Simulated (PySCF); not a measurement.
**Spin–spin coupling calculation of CH9F3N (charge +1)**

CH9F3N, charge +1, SMILES C[NH3+].F.F.F, computed with B3LYP/pcJ-1 indirect spin-spin coupling, non-relativistic, gas phase (PySCF 2.14.0).

The geometry comes from this level: PBE0-D3(BJ)/def2-SVPD. Figures and captions count atoms from 1; the log counts them from 0 in places.

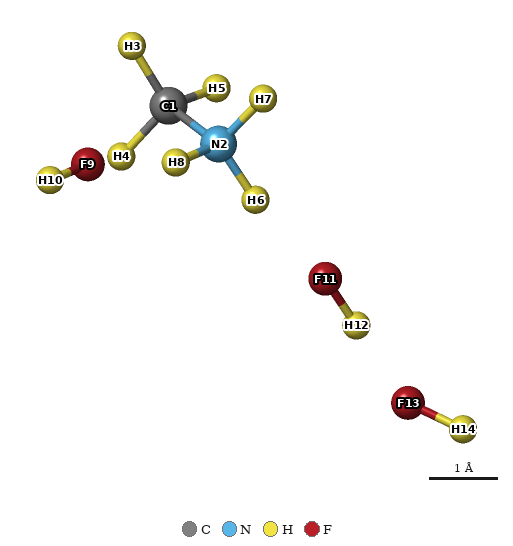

Fig. 1: The input geometry (ball-and-stick view, seen at a tilt; atoms are numbered from 1 in the order of the input). Bond lengths as drawn: C–H 1.09 Å, C–N 1.48 Å, F–H 0.92 to 0.94 Å and H–N 1.02 to 1.03 Å.

**Summary**

| quantity | value |
| --- | --- |
| outcome | converged |
| total energy | −397.616344 hartree |
| HOMO | −15.04 eV |
| LUMO | −3.99 eV |
| hardware | 1 CPU thread, shared host |
| wall time | 64 s |
| peak memory | 1.1 GiB |

**Input file**
```
{"job": {"kind": "j", "xc": "B3LYP", "basis": "pcJ-1"}, "charge": 1, "multiplicity": 1, "parts": [{"atoms": "0-7", "charge": 1, "multiplicity": 1}, {"atoms": "8-9", "charge": 0, "multiplicity": 1}, {"atoms": "10-11", "charge": 0, "multiplicity": 1}, {"atoms": "12-13", "charge": 0, "multiplicity": 1}]}
C     -0.894376     0.324189     0.759929
N     -0.002699    -0.154028    -0.325853
H     -0.535993    -0.066381     1.717081
H     -1.907545    -0.038953     0.562704
H     -0.886540     1.418395     0.767566
H     -0.300278     0.221310    -1.241284
H      0.963845     0.147243    -0.178967
H      0.005552    -1.180884    -0.377986
F      0.098938    -2.954208     0.016560
H      0.127316    -3.877447    -0.027146
F     -0.763175     1.128207    -2.617088
H     -1.145256     1.591474    -3.345223
F     -1.815956     2.402489    -4.544185
H     -1.427260     2.704300    -5.329429
```

The first line tells a small driver script what to run in PySCF; the rest is the geometry in Å.

Launch command:
```bash
OMP_NUM_THREADS=1 python <driver script> task.json out
```

**Log**
```
coarse grid: 10992 points
cycle   1  E = -397.4801381530  dE =  1.809e-01  |g| = 8.284e-01  |ddm| = 2.129e+00
cycle   2  E = -397.4175238859  dE =  6.261e-02  |g| = 1.120e+00  |ddm| = 8.817e-01
cycle   3  E = -397.5819349927  dE = -1.644e-01  |g| = 3.837e-02  |ddm| = 4.801e-01
cycle   4  E = -397.5821068010  dE = -1.718e-04  |g| = 1.974e-02  |ddm| = 2.813e-02
cycle   5  E = -397.5821700296  dE = -6.323e-05  |g| = 6.380e-03  |ddm| = 1.206e-02
cycle   6  E = -397.5821769576  dE = -6.928e-06  |g| = 8.166e-04  |ddm| = 3.147e-03
final grid: 105360 points
cycle   7  E = -397.6163360274  dE = -1.787e-04  |g| = 6.516e-03  |ddm| = 1.582e-02
cycle   8  E = -397.6163326045  dE =  3.423e-06  |g| = 7.647e-03  |ddm| = 7.014e-03
cycle   9  E = -397.6163438325  dE = -1.123e-05  |g| = 5.642e-04  |ddm| = 3.835e-03
cycle  10  E = -397.6163438627  dE = -3.019e-08  |g| = 3.406e-04  |ddm| = 3.962e-04
cycle  11  E = -397.6163438849  dE = -2.221e-08  |g| = 4.481e-05  |ddm| = 1.841e-04
cycle  12  E = -397.6163438852  dE = -3.066e-10  |g| = 1.159e-05  |ddm| = 2.321e-05
converged SCF energy = -397.6163438852

Indirect spin-spin couplings (Hz)
  i      j    bonds     total        FC       PSO       DSO        SD
  0 C    1 N    1     -5.252    -3.518    -0.669    -0.063    -1.002
  0 C    5 H    2     -2.905    -3.066     0.521    -0.360         -
  0 C    7 H    2     -2.828    -2.994     0.560    -0.393         -
  0 C    8 F   99     -1.263    -1.240     0.066     0.004    -0.093
  0 C   10 F   99     -1.668    -1.769     0.176     0.003    -0.078
  1 N    2 H    2      0.301     0.377    -0.209     0.105     0.028
  1 N    3 H    2     -0.216    -0.111    -0.224     0.095     0.025
  1 N    4 H    2      0.163     0.245    -0.211     0.102     0.027
  1 N    5 H    1    -79.440   -77.940    -1.162    -0.306    -0.032
  1 N    6 H    1    -76.413   -74.365    -1.840    -0.244     0.036
  1 N    7 H    1    -79.313   -77.650    -1.352    -0.293    -0.018
  1 N    8 F   99    -28.903   -29.377     0.726    -0.057    -0.195
  1 N    9 H   99     -1.527    -1.519    -0.199     0.232    -0.041
  1 N   10 F   99    -40.866   -41.459     1.066    -0.067    -0.407
  1 N   11 H   99     -2.168    -2.139    -0.184     0.207    -0.052
  1 N   12 F   99     -1.135    -1.107    -0.011     0.026    -0.042
  2 H    5 H    3     15.424    15.421     3.389    -3.387         -
  2 H    7 H    3      2.812     2.926     0.517    -0.631         -
  2 H    8 F   99     -0.261     0.183    -0.688     0.334    -0.089
  2 H   10 F   99      4.523     4.571     0.904    -0.922    -0.030
  2 H   11 H   99      0.153     0.251     1.386    -1.485         -
  3 H    5 H    3      2.896     2.981     0.424    -0.510         -
  3 H    7 H    3      3.334     3.427     0.438    -0.531         -
  3 H   10 F   99      0.244     0.312    -0.184     0.129    -0.013
  3 H   12 F   99     -0.202     0.004    -0.120    -0.064    -0.023
  4 H    5 H    3      3.294     3.384     0.329    -0.419         -
  4 H    7 H    3     15.932    15.943     3.453    -3.464         -
  4 H    8 F   99      2.935     3.229     0.702    -0.926    -0.070
  4 H   10 F   99      0.200     0.312    -0.448     0.342    -0.006
  4 H   12 F   99     -0.191     0.001    -0.161    -0.019    -0.012
  5 H    6 H    2    -14.784   -14.888     3.825    -3.722         -
  5 H    7 H    2    -13.569   -13.757     3.707    -3.519         -
  5 H    8 F   99     -1.116    -1.046     0.368    -0.453     0.015
  5 H    9 H   99     -0.158    -0.010     1.767    -1.916         -
  5 H   10 F   99    -76.388   -76.554    -2.614     4.133    -1.353
  5 H   11 H   99     -2.532    -2.630     3.902    -3.804         -
  5 H   12 F   99     -1.276    -1.399    -0.029    -0.144     0.296
  5 H   13 H   99     -0.158    -0.023     0.757    -0.892         -
  6 H    7 H    2    -14.676   -14.776     3.993    -3.892         -
  6 H    8 F   99     -4.752    -4.490     0.178    -0.269    -0.170
  6 H   10 F   99     -5.835    -5.990     0.547    -0.231    -0.161
  6 H   11 H   99     -0.441    -0.299     1.847    -1.988         -
  6 H   12 F   99     -0.242    -0.146     0.273    -0.423     0.053
  7 H    8 F   99    -58.399   -58.116    -2.591     3.651    -1.342
  7 H    9 H   99     -2.267    -2.166     3.727    -3.827         -
  7 H   10 F   99     -2.905    -3.147     0.662    -0.381    -0.040
  7 H   11 H   99     -0.255    -0.152     1.740    -1.843         -
  7 H   12 F   99     -0.161    -0.041     0.240    -0.387     0.027
  8 F    9 H    1    509.114   331.146   184.730     0.642    -7.405
  8 F   10 F   99      0.883     1.087    -0.163    -0.015    -0.027
 10 F   11 H    1    519.508   388.626   138.436     2.049    -9.603
 10 F   12 F   99     62.729    89.799   -41.257    -0.017    14.205
 10 F   13 H   99      3.517     3.104     2.129    -2.142     0.427
 11 H   12 F   99    -63.735   -64.858    -5.202     4.995     1.330
 11 H   13 H   99     -0.679    -0.582     2.462    -2.560         -
 12 F   13 H    1    471.238   298.101   180.518     0.619    -8.000

== part 1 alone, relaxed ==
coarse grid: 5872 points
cycle   1  E = -96.2026086413  dE =  2.551e-01  |g| = 2.100e-01  |ddm| = 1.747e+00
cycle   2  E = -96.2081153444  dE = -5.507e-03  |g| = 1.766e-01  |ddm| = 3.621e-01
cycle   3  E = -96.2145927739  dE = -6.477e-03  |g| = 5.327e-02  |ddm| = 1.222e-01
cycle   4  E = -96.2150866604  dE = -4.939e-04  |g| = 8.402e-03  |ddm| = 2.347e-02
cycle   5  E = -96.2150982469  dE = -1.159e-05  |g| = 3.920e-03  |ddm| = 6.403e-03
cycle   6  E = -96.2151016496  dE = -3.403e-06  |g| = 2.104e-04  |ddm| = 2.224e-03
final grid: 54432 points
cycle   7  E = -96.2268845979  dE = -3.825e-05  |g| = 5.665e-03  |ddm| = 1.021e-02
cycle   8  E = -96.2268816501  dE =  2.948e-06  |g| = 6.892e-03  |ddm| = 6.620e-03
cycle   9  E = -96.2268918107  dE = -1.016e-05  |g| = 4.187e-04  |ddm| = 3.531e-03
cycle  10  E = -96.2268918301  dE = -1.949e-08  |g| = 2.795e-04  |ddm| = 3.448e-04
cycle  11  E = -96.2268918457  dE = -1.552e-08  |g| = 2.441e-05  |ddm| = 1.395e-04
cycle  12  E = -96.2268918458  dE = -1.072e-10  |g| = 1.440e-06  |ddm| = 1.256e-05
converged SCF energy = -96.2268918458

Indirect spin-spin couplings (Hz)
  i      j    bonds     total        FC       PSO       DSO        SD
  0 C    1 N    1     -3.908    -2.192    -0.668    -0.051    -0.997
  0 C    5 H    2     -2.558    -2.708     0.712    -0.561    -0.000
  0 C    7 H    2     -2.559    -2.709     0.712    -0.561    -0.000
  1 N    2 H    2     -0.055     0.003    -0.220     0.135     0.026
  1 N    3 H    2     -0.059    -0.001    -0.220     0.135     0.026
  1 N    4 H    2     -0.054     0.004    -0.220     0.135     0.026
  1 N    5 H    1    -79.286   -77.474    -1.640    -0.168    -0.004
  1 N    6 H    1    -79.299   -77.487    -1.640    -0.168    -0.004
  1 N    7 H    1    -79.284   -77.472    -1.640    -0.168    -0.004
  2 H    5 H    3     16.700    16.798     3.752    -3.875     0.025
  2 H    7 H    3      3.002     3.156     0.906    -1.137     0.077
  3 H    5 H    3      3.000     3.154     0.906    -1.137     0.077
  3 H    7 H    3      2.989     3.144     0.908    -1.139     0.077
  4 H    5 H    3      2.991     3.146     0.908    -1.139     0.077
  4 H    7 H    3     16.699    16.798     3.752    -3.875     0.025
  5 H    6 H    2    -14.414   -14.882     4.619    -4.751     0.600
  5 H    7 H    2    -14.406   -14.875     4.619    -4.751     0.600
  6 H    7 H    2    -14.414   -14.883     4.619    -4.751     0.600

== part 2 alone, relaxed ==
coarse grid: 1712 points
cycle   1  E = -100.3923938755  dE = -3.067e-02  |g| = 5.283e-01  |ddm| = 6.931e-01
cycle   2  E = -100.3649868272  dE =  2.741e-02  |g| = 7.295e-01  |ddm| = 5.184e-01
cycle   3  E = -100.4346377984  dE = -6.965e-02  |g| = 2.143e-02  |ddm| = 2.795e-01
cycle   4  E = -100.4347022440  dE = -6.445e-05  |g| = 4.178e-03  |ddm| = 1.049e-02
cycle   5  E = -100.4347042291  dE = -1.985e-06  |g| = 7.785e-05  |ddm| = 1.448e-03
final grid: 16976 points
cycle   6  E = -100.4417511842  dE = -4.300e-05  |g| = 2.366e-03  |ddm| = 5.410e-03
cycle   7  E = -100.4417508346  dE =  3.496e-07  |g| = 2.817e-03  |ddm| = 1.924e-03
cycle   8  E = -100.4417518267  dE = -9.922e-07  |g| = 1.740e-04  |ddm| = 1.081e-03
cycle   9  E = -100.4417518301  dE = -3.357e-09  |g| = 1.220e-05  |ddm| = 6.088e-05
cycle  10  E = -100.4417518301  dE = -2.196e-11  |g| = 1.812e-06  |ddm| = 6.730e-06
converged SCF energy = -100.4417518301

Indirect spin-spin couplings (Hz)
  i      j    bonds     total        FC       PSO       DSO        SD
  0 F    1 H    1    364.864   153.261   218.340     0.320    -7.057

== part 3 alone, relaxed ==
coarse grid: 1712 points
cycle   1  E = -100.3923938755  dE = -3.067e-02  |g| = 5.283e-01  |ddm| = 6.931e-01
cycle   2  E = -100.3649868272  dE =  2.741e-02  |g| = 7.295e-01  |ddm| = 5.184e-01
cycle   3  E = -100.4346377984  dE = -6.965e-02  |g| = 2.143e-02  |ddm| = 2.795e-01
cycle   4  E = -100.4347022440  dE = -6.445e-05  |g| = 4.178e-03  |ddm| = 1.049e-02
cycle   5  E = -100.4347042291  dE = -1.985e-06  |g| = 7.785e-05  |ddm| = 1.448e-03
final grid: 16976 points
cycle   6  E = -100.4417511842  dE = -4.300e-05  |g| = 2.366e-03  |ddm| = 5.410e-03
cycle   7  E = -100.4417508346  dE =  3.496e-07  |g| = 2.817e-03  |ddm| = 1.924e-03
cycle   8  E = -100.4417518267  dE = -9.922e-07  |g| = 1.740e-04  |ddm| = 1.081e-03
cycle   9  E = -100.4417518301  dE = -3.357e-09  |g| = 1.220e-05  |ddm| = 6.088e-05
cycle  10  E = -100.4417518301  dE = -2.196e-11  |g| = 1.812e-06  |ddm| = 6.730e-06
converged SCF energy = -100.4417518301

Indirect spin-spin couplings (Hz)
  i      j    bonds     total        FC       PSO       DSO        SD
  0 F    1 H    1    365.058   153.454   218.340     0.320    -7.057
```
